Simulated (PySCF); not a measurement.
# Run report: AsNOH, frequency calculation

- system: AsNOH, multiplicity 2
- method: UKS-based PBE0, As def2-TZVP, N def2-TZVP, O def2-TZVP, H def2-TZVP; non-relativistic Hamiltonian; density fitting (PySCF 2.14.0)

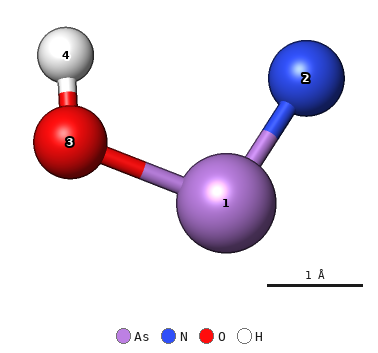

Fig. 1: The input geometry (ball-and-stick view, seen at a tilt; atoms are numbered from 1 in the order of the input). Bond lengths as drawn: As–N 1.71 Å, As–O 1.78 Å and H–O 0.97 Å.

**Results in brief**

```csv
quantity,value
outcome,converged
total energy,−2366.012934 hartree
⟨S²⟩,0.789
zero-point energy,0.015981 hartree
dipole moment,1.25 D
"wavenumbers, lowest and highest",243 and 3809 cm⁻¹
hardware,"4 threads of Arm Neoverse V1, 24 GiB of memory available, shared host"
wall time,2.8 min (CPU time 7.9 min)
peak memory,1.2 GiB
```

**Input file**
```python
from pyscf import gto, scf, dft
mol = gto.M(atom='''
As     0.095485    -0.138118    -0.283249
N      1.243776     0.391589     0.862102
O     -1.453789     0.261679     0.487024
H     -1.309378     0.673751     1.348828''',
    basis={'As': 'def2-TZVP', 'N': 'def2-TZVP', 'O': 'def2-TZVP', 'H': 'def2-TZVP'},
    charge=0, spin=1)
mf = dft.UKS(mol, xc='PBE0')
mf.grids.atom_grid = (75, 302)
aux = {'As': 'def2-universal-JKFIT', 'N': 'def2-universal-JKFIT', 'O': 'def2-universal-JKFIT', 'H': 'def2-universal-JKFIT'}
mf = mf.density_fit(auxbasis=aux)
mf.conv_tol = 1e-09
mf.diis_space = 10
mf.max_cycle = 60
mf.verbose = 4
mf.kernel()
```

The script is an equivalent of the set-up of the self-consistent field. The run itself was carried out by a driver, which started from the orbitals of the step before it where there was one and computed the further properties.

Launched with:
```bash
OMP_NUM_THREADS=4 python axn.py task.json out
```

**Output**
```
init E= -2366.0129338049
  alpha nocc = 25  HOMO = -0.312203060084487  LUMO = -0.0813493432725849
  beta  nocc = 24  HOMO = -0.289893858503425  LUMO = -0.132595983529086
  HOMO = -0.289893858503  LUMO = -0.132595983529  gap/eV = 4.28029
cycle= 1 E= -2366.0129338049  delta_E= 1.36e-12  |g|= 1.54e-06  |ddm|= 2.54e-06
  alpha nocc = 25  HOMO = -0.312203291995227  LUMO = -0.0813494560811989
  beta  nocc = 24  HOMO = -0.289893993546658  LUMO = -0.132596360323149
  HOMO = -0.289893993547  LUMO = -0.132596360323  gap/eV = 4.28029
Extra cycle  E= -2366.01293380491  delta_E= -5.91e-12  |g|= 3.7e-06  |ddm|= 3.6e-06
converged SCF energy = -2366.01293380491  <S^2> = 0.78874288  2S+1 = 2.0383747
```

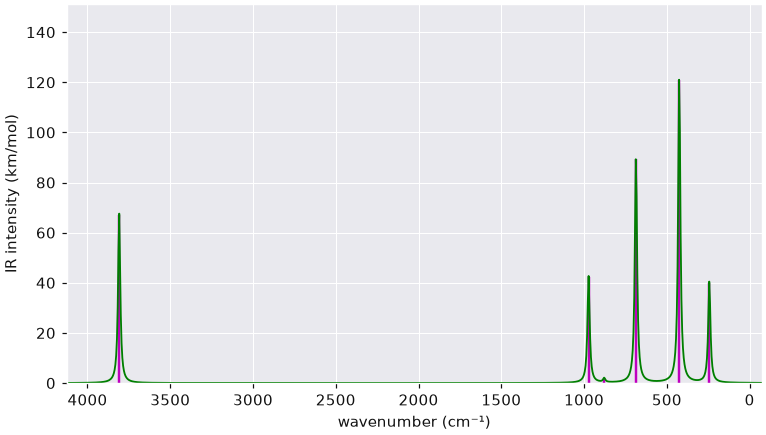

Fig. 2: Harmonic infrared spectrum, unscaled: sticks (degenerate modes added up, dark ones marked on the axis) with a Lorentzian envelope of 16 cm⁻¹ full width, scaled to the tallest stick. 6 modes from 243 to 3809 cm⁻¹, none imaginary. The strongest line is at 425 cm⁻¹ (121 km/mol). All modes, in cm⁻¹ (km/mol): 243 (40), 425 (121), 687 (89), 879 (1.6), 973 (42), 3809 (67).

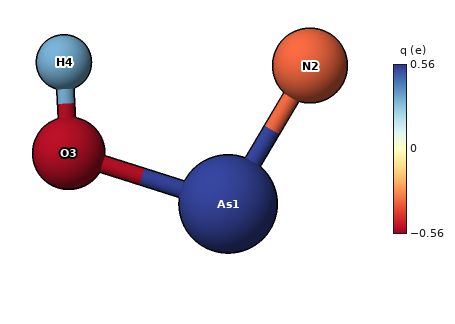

Fig. 3: Mulliken charges, as the colour of each atom (ball-and-stick view, seen on its broad side; atoms are numbered from 1 in the order of the input). By element: As +0.53, N −0.34, O −0.52 and H +0.33 e.
